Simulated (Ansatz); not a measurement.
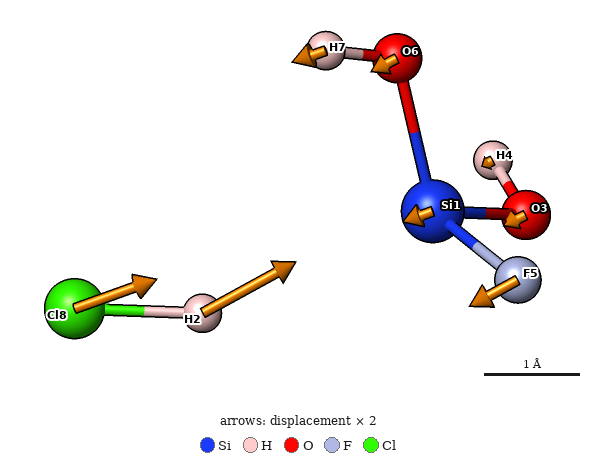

A relaxation of SiH3O2ClF (multiplicity 2). The starting structure is drawn; orange arrows show the displacements, magnified 2 times. The two geometries are superimposed by the best rigid fit.

A ball-and-stick model, seen from a free direction.

The run prepares an end point of a later path (reaction) calculation, from a guessed geometry.

Level of theory: Ansatz, UKS PBE-D4/cc-pVDZ.

The input:
```yaml
crystal:
  periodic: [false, false, false]
  atoms:
    - { symbol: Si, position_ang: [0.091277, -0.00806, -0.200681] }
    - { symbol: H, position_ang: [0.068806, 0.178902, 2.446474] }
    - { symbol: O, position_ang: [1.560859, -0.030804, -1.024695] }
    - { symbol: H, position_ang: [2.060632, -0.855485, -0.854242] }
    - { symbol: F, position_ang: [-0.753186, 1.251937, -0.864202] }
    - { symbol: O, position_ang: [-0.680189, -1.496676, -0.424334] }
    - { symbol: H, position_ang: [-1.407495, -1.639927, 0.215344] }
    - { symbol: Cl, position_ang: [-0.242004, -0.261987, 3.684835] }
magnetization:
  spin_polarized: true
  initial_magnetization: 1
basis:
  gaussian: { orbitals: cc-pVDZ }
hamiltonian:
  xc: pbe
  dispersion: d4
relax:
  f_tol: 0.03
  max_steps: 50
```

Command:
```bash
ansatz run input.yaml --threads 4 --pin off --max-ram 5120MiB --backend cpu --events-out ev --progress --plain --runs-dir out
```

What did the optimiser do to the structure, and how much energy did it gain?

Answer. H2 moves most after the best rigid fit: 0.57 Å. Largest moves by element: H 0.57 Å, Cl 0.48 Å, F 0.30 Å, Si 0.18 Å, O 0.16 Å. Near-neighbour distances that change, for instance: Si1–H2 2.654 → 1.914 Å, Si1–Cl8 3.908 → 3.273 Å, H2–Cl8 1.351 → 1.423 Å, Si1–O6 1.691 → 1.681 Å. The energy falls by 2.34 kcal/mol in 6 geometry steps. Largest force component: 0.65 eV/Å at the start, 0.025 eV/Å at the end.

Limits of the set-up: the start holds two separate molecules, 2.7 Å apart at their closest, whose relative position is a soft coordinate.
